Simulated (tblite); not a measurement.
# Molecular dynamics of C$_{5}$H$_{6}$ (part 2 of 2)

Continued. System: C$_{5}$H$_{6}$. Method: GFN2-xTB Langevin dynamics, gas phase (tblite 0.8.0). 

Geometry of the input (Å):
```
C  -0.7302  1.0072  -0.4057
C  0.0592  0.2677  0.6477
C  -0.5381  -1.0796  0.3192
C  -0.0553  -0.2656  -0.8572
C  1.2741  0.0753  -0.2279
H  -0.3308  1.9461  -0.7687
H  -1.8100  1.0036  -0.3219
H  0.0292  -1.9619  0.5889
H  -1.6070  -1.2017  0.4438
H  1.7870  0.9615  -0.5808
H  1.9436  -0.7419  0.0107
```

**Trajectory as extended XYZ, continued**
```
11
Properties=species:S:1:pos:R:3:forces:R:3 step=4550 time_fs=6825.0 energy=-370.27776 temperature=745.9
C     6.8193   -4.0626    0.3039   -1.1200  -2.3850   1.1640
C     6.8755   -4.5035   -1.1088   -1.2500   0.8220  -0.9640
C     5.4653   -5.0603   -1.0658    0.2380  -1.0580  -0.3120
C     5.6005   -3.6692   -0.5063    0.6540  -0.6080  -0.8540
C     6.3649   -3.1840   -1.7571    1.3230  -0.3510   2.4330
H     7.4503   -3.3484    0.6919    1.2790   1.5350   0.5650
H     6.6824   -4.9479    1.0644    0.1040   1.6720  -1.2810
H     5.0148   -5.2104   -2.0398   -0.2900   0.0970   0.0630
H     5.3277   -5.9326   -0.4180   -0.1980   0.4560   0.0030
H     7.0593   -2.3380   -1.6042   -0.6290  -0.2920  -0.3260
H     5.8563   -3.2554   -2.6870   -0.1100   0.1120  -0.4900
11
Properties=species:S:1:pos:R:3:forces:R:3 step=4900 time_fs=7350.0 energy=-369.91366 temperature=397.1
C     8.3956   -3.6707    0.1983    0.7630   0.2850  -0.3110
C     8.1770   -4.8390   -0.8535   -1.3910   2.3450   0.7120
C     6.8947   -5.3050   -0.0976    0.1310   0.3510  -1.7690
C     6.9805   -3.8052   -0.2866    1.9800  -0.7510  -1.6250
C     7.5178   -3.8752   -1.8369   -1.0170   0.1200   2.3200
H     8.9099   -2.6709   -0.1293   -0.6020  -2.1110   0.7050
H     8.6776   -4.0630    1.2052   -0.2760   0.7180  -0.7930
H     6.1384   -5.7699   -0.7821    0.6700   0.0260   1.0390
H     7.0597   -5.7326    0.8990   -0.3360   0.1860  -0.5920
H     8.0522   -3.0074   -2.2094    0.4200  -0.0710   0.5110
H     6.7549   -4.0521   -2.5641   -0.3410  -1.0980  -0.1970
11
Properties=species:S:1:pos:R:3:forces:R:3 step=5250 time_fs=7875.0 energy=-369.93774 temperature=404.5
C     8.4540   -5.0819    0.3034   -1.1670   1.1050  -2.5220
C     7.8186   -5.7842   -0.9016    0.3350  -1.9250  -0.4180
C     6.6497   -6.3327   -0.1562    0.2440   0.2050   0.3360
C     6.9885   -4.8682    0.0302   -0.8210   1.4510  -0.4150
C     7.1074   -4.6131   -1.5002   -0.4620  -0.2040   1.9580
H     9.1863   -4.3233    0.1048   -0.0170   0.5930  -0.3730
H     8.6503   -5.4954    1.2125    0.5550  -1.8800   1.9390
H     5.7688   -6.6247   -0.7213    0.1580   0.0800   0.3160
H     6.9260   -6.8928    0.7123   -0.3800  -0.7510   0.2530
H     7.8820   -3.9600   -1.7070    0.6860   2.0690  -0.9420
H     6.1399   -4.5089   -2.0067    0.8680  -0.7430  -0.1330
11
Properties=species:S:1:pos:R:3:forces:R:3 step=5600 time_fs=8400.0 energy=-369.84127 temperature=454.3
C     8.4694   -5.2249    1.1744   -0.7630   0.9110   2.3490
C     8.9278   -5.2721   -0.1880    1.8480   0.3810  -0.7360
C     7.8532   -5.9816   -0.7696   -3.0980  -1.2950  -2.0420
C     7.4198   -4.8111    0.1615    0.5470  -0.1640  -0.8410
C     8.3877   -3.9701   -0.6283    0.7910   1.2650  -1.3060
H     8.7279   -4.4818    1.9419    0.4300  -0.0110  -0.6760
H     8.2596   -6.1390    1.6608   -0.0790  -1.1120   0.4260
H     7.6672   -5.6664   -1.8738    0.0940  -1.5260   1.6890
H     7.5198   -6.9708   -0.4241    0.3360   0.2560  -0.5300
H     9.0107   -3.1889   -0.2658   -0.3480   1.1890   0.5910
H     8.1691   -3.8570   -1.7247    0.2430   0.1050   1.0790
11
Properties=species:S:1:pos:R:3:forces:R:3 step=5950 time_fs=8925.0 energy=-370.14096 temperature=467.8
C     7.9399   -6.6530    1.6925   -0.9090  -1.2740  -1.4630
C     8.8907   -5.8269    0.9221    0.7820   0.0850   1.8960
C     8.5233   -6.2266   -0.4022   -1.7270   0.3920  -0.3570
C     7.3433   -5.7393    0.5463    0.2560  -1.8730   0.8910
C     8.0753   -4.5725    1.0863    1.2460   1.0180  -0.3450
H     7.6885   -6.4332    2.7088    0.0060   0.0260   0.2930
H     7.8943   -7.7345    1.4033    0.1240   0.8560   0.6750
H     8.6599   -5.4155   -1.0787    0.4840  -0.3250  -1.3110
H     8.4840   -7.2953   -0.6687    0.2540   0.9280  -0.2090
H     7.9841   -4.3020    2.1367   -0.4160   0.2500  -0.3470
H     8.2958   -3.7429    0.4071   -0.1000  -0.0820   0.2780
11
Properties=species:S:1:pos:R:3:forces:R:3 step=6300 time_fs=9450.0 energy=-370.06590 temperature=794.8
C     7.0412   -6.5052    2.0231   -0.7480   0.1630   2.3220
C     8.3808   -7.1429    1.8709    0.7650  -3.6260   1.4330
C     8.1935   -7.3474    0.4005    1.8140   1.6290   0.2820
C     7.9322   -5.9872    1.0369    0.0380   2.5140  -3.8310
C     9.1912   -5.9041    1.8654   -0.4020   0.5590   0.2090
H     7.0705   -5.9044    2.9109   -1.1200   0.1440   0.6120
H     6.1570   -7.0422    1.7183   -0.0410   0.1090   0.2830
H     9.1018   -7.2786   -0.1597    0.4070  -0.6510  -0.6200
H     7.4197   -7.9475    0.0100   -0.6280  -0.3350  -0.1740
H     9.1656   -5.2557    2.7377   -0.3020  -0.1480   0.0750
H    10.1675   -5.8379    1.4335    0.2160  -0.3570  -0.5900
11
Properties=species:S:1:pos:R:3:forces:R:3 step=6650 time_fs=9975.0 energy=-369.82861 temperature=475.0
C     7.7424   -4.9809    2.0450    0.0620   1.9320  -2.1490
C     9.2743   -5.0965    1.7298   -1.4300  -1.3400   0.6990
C     9.0882   -6.4603    1.0916   -0.0880  -0.2830  -1.8820
C     8.1198   -5.3537    0.6157    0.8440   0.5900   1.0610
C     9.2618   -4.2815    0.4984    0.3090  -0.4790  -0.8410
H     7.0920   -4.0486    2.0795    1.5380  -0.6750   0.3840
H     7.2735   -5.7507    2.5630   -0.3880  -1.1580   1.1000
H     9.7875   -6.7034    0.2238   -0.5240  -0.0560   1.5260
H     8.6249   -7.3753    1.5832    0.8350   1.4610  -0.4310
H     9.1479   -3.2118    0.7841   -0.3270  -0.8070  -1.0590
H     9.9702   -4.5541   -0.3714   -0.8320   0.8160   1.5920
11
Properties=species:S:1:pos:R:3:forces:R:3 step=7000 time_fs=10500.0 energy=-370.09344 temperature=739.1
C     9.5937   -5.2714    0.7386   -1.2710  -1.9080   1.8820
C    10.8798   -5.9685    0.6783    0.7290  -1.2790   0.5080
C    10.2898   -7.3263    1.3103    1.4650   0.7370  -1.3230
C     9.5915   -6.7350    0.1484   -1.4280   1.4980   0.8460
C    10.7559   -6.4437   -0.7525    0.6320  -2.3900   0.6430
H     9.3161   -4.5696    0.0676   -0.2560   2.2320  -2.2980
H     9.0595   -5.0006    1.6911    0.7850  -0.9190  -0.5640
H    10.8133   -8.2591    1.0513   -0.0100   0.4580   0.5960
H     9.9393   -7.1950    2.3218   -0.2080  -0.2690  -0.1540
H    10.6261   -5.8030   -1.5870   -0.0280   0.6340  -0.2920
H    11.3353   -7.3845   -1.0049   -0.4110   1.2050   0.1560
11
Properties=species:S:1:pos:R:3:forces:R:3 step=7350 time_fs=11025.0 energy=-369.79665 temperature=686.8
C    11.1651   -6.1694    1.1991   -1.0700  -1.1430   1.4920
C    12.0797   -5.8575    0.1224    1.2260   2.1020  -2.0060
C    12.3907   -7.2680   -0.2386   -2.2560  -0.1870  -2.8310
C    10.8763   -6.7929   -0.1360    0.1850  -3.2270   0.4550
C    10.8887   -5.5900   -0.9229   -0.2740   1.3970   0.3210
H    10.4702   -5.4340    1.5690    0.0570   0.1480   0.1970
H    11.4927   -6.9455    1.9088   -0.1980   0.7850   0.1450
H    12.6092   -7.7138   -1.2641    0.1820   1.3140   1.1370
H    12.7180   -7.9325    0.5069    0.3500  -0.4610   0.8990
H    10.0300   -4.9305   -0.6255    1.1510  -0.0680   0.1150
H    10.9865   -5.4585   -1.9937    0.6480  -0.6610   0.0770
11
Properties=species:S:1:pos:R:3:forces:R:3 step=7700 time_fs=11550.0 energy=-370.23995 temperature=684.9
C    12.1295   -8.4250    2.3704    0.7250   0.0690   0.5010
C    12.8897   -7.0470    2.5320   -1.5620  -0.4390   2.5420
C    13.9355   -7.4356    1.5729    0.8600   1.3220  -0.0650
C    12.5555   -7.6994    1.1741   -1.9060   0.2060  -2.0690
C    11.9726   -6.3109    1.6146    0.2650  -1.5840  -0.3000
H    11.0814   -8.5903    2.5686   -0.0380   0.4460   0.2010
H    12.7261   -9.3020    2.5945   -0.0120  -0.0300   0.2310
H    14.3784   -6.5749    1.1326    0.6600   0.4640  -0.6220
H    14.6365   -8.1546    1.8977    0.3780  -0.9650  -0.0590
H    10.9230   -6.2413    1.8877    0.1680  -0.2340  -0.1070
H    12.3049   -5.4796    1.0510    0.4610   0.7430  -0.2540
11
Properties=species:S:1:pos:R:3:forces:R:3 step=8050 time_fs=12075.0 energy=-369.83576 temperature=442.3
C    13.5293   -9.5686    2.9434    1.7360   2.1940   0.4750
C    13.3960   -8.5573    1.8199   -1.2240   2.2510   1.8620
C    14.6729   -8.6494    1.1972    0.9340  -0.9300  -0.6360
C    13.8672  -10.0132    1.5458    1.2870  -0.0640   0.1720
C    12.5952   -9.3441    0.9516   -0.8140  -2.1840   1.9540
H    12.6108   -9.8169    3.3877   -0.8560  -0.6740   0.4820
H    14.3136   -9.2541    3.6969   -0.6760  -0.8860  -0.8880
H    14.7839   -8.5569    0.1167   -0.1950   0.3320   0.1610
H    15.5147   -8.2071    1.7143    0.2190  -0.7390   0.2620
H    11.6603   -9.7565    1.3090   -0.0940   0.1030  -0.2310
H    12.7580   -9.2275   -0.0281   -0.3180   0.5980  -3.6130
11
Properties=species:S:1:pos:R:3:forces:R:3 step=8400 time_fs=12600.0 energy=-369.78659 temperature=591.4
C    13.4897   -9.6782    0.9684    1.2460   2.8470  -0.0980
C    14.4810  -10.1555   -0.0216    0.8340  -2.0940   1.2460
C    15.4324   -9.0223   -0.0156    1.7360  -0.3540  -0.6210
C    14.9640   -9.4135    1.3318   -0.9980  -1.3530   0.5700
C    15.2379  -10.9097    1.1420    0.0390   0.7620  -1.3570
H    13.0923  -10.2829    1.7124   -1.3490  -1.0750   0.5060
H    13.0206   -8.7322    0.7957   -0.8630   0.1750  -0.3850
H    16.4662   -9.3931   -0.0374    0.0070   0.5000  -0.8650
H    15.2781   -8.1647   -0.6412   -0.3730   0.5420   0.4930
H    14.5359  -11.5819    1.5789    0.0580  -0.4740   0.7830
H    16.2409  -11.3475    1.0605   -0.3370   0.5220  -0.2730
```

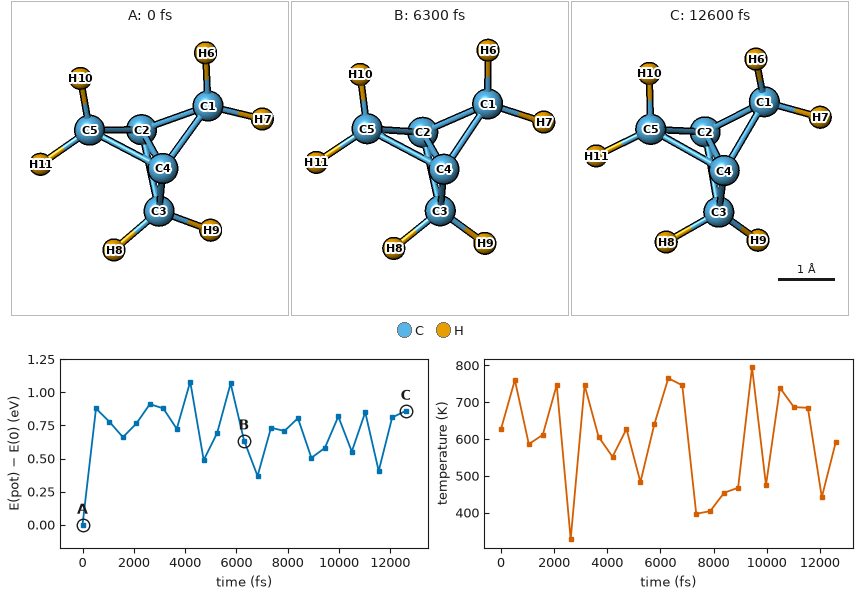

**Figure 1.** Frames of the molecular dynamics (ball-and-stick, seen at a tilt) above the curves, on which the letters mark them. The trajectory kept here has 25 frames over 12600 fs. The temperature starts at 626 K, ranges from 328 to 795 K and averages 588 K over the second half. The potential energy ends 0.860 eV above its first value. After an unweighted best fit of the last frame on the first, the root-mean-square displacement is 0.19 Å.

**Key numbers**

- outcome: finished
- mean temperature over the second half: 588 K
- trajectory: 25 frames kept, 12600 fs
- wall time: 27 s
- peak memory: 0.51 GiB
